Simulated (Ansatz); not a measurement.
Redistribution: C4H4BrN + CHBrF2 → C4H4FN + CHBr2F

Species: C4H4BrN `Brc1ccc[nH]1`, singlet; CHBrF2 `FC(F)Br`, singlet; C4H4FN `Fc1ccc[nH]1`, singlet; CHBr2F (dibromofluoromethane) `FC(Br)Br`, singlet. The partners trade Br for F; both sit on C, so the bond types are kept.

Shapes, held fixed at every level: PBE0-D4/def2-TZVP. Programs: Ansatz 0.2.0. The zero-point and thermal change to 298 K, harmonic and unscaled (PBE0-D4/def2-TZVP), is -1.7 kJ/mol.

```csv
level,kind,ΔH(298 K) (kJ/mol),less CCSD(T)/def2-TZVPP,CPU time (sum over the molecules)
HF/def2-SVP,Hartree–Fock,+48.0,+1.0,–
PBE-D4/def2-TZVPP,GGA,+40.0,-7.0,23 s
BHLYP-D4/def2-TZVPP,global hybrid,+43.5,-3.5,30 s
PBE0-D4/def2-TZVPP,global hybrid,+42.7,-4.3,29 s
wB97X-V/def2-TZVPP,range-separated hybrid,+42.5,-4.5,67 s
CCSD/def2-SVP,coupled cluster or CI,+48.1,+1.1,–
CCSD(T)/def2-TZVPP,coupled cluster or CI,+47.0,0.0,17 min
```

The highest level, CCSD(T)/def2-TZVPP, gives ΔH(298 K) = +47.0 kJ/mol; the levels span +40.0 to +48.1. The column of differences is taken from that level and isn't an error. No measured value is set beside it here. Relativity is left out for Br unless named. Correlated rows may include outer-core shells of Br, which these sets cover unevenly. Times are processor times on shared x86 and Arm servers, and rough.

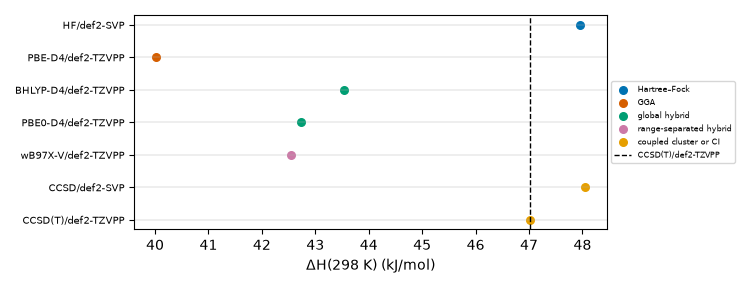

The values of the table, level by level.
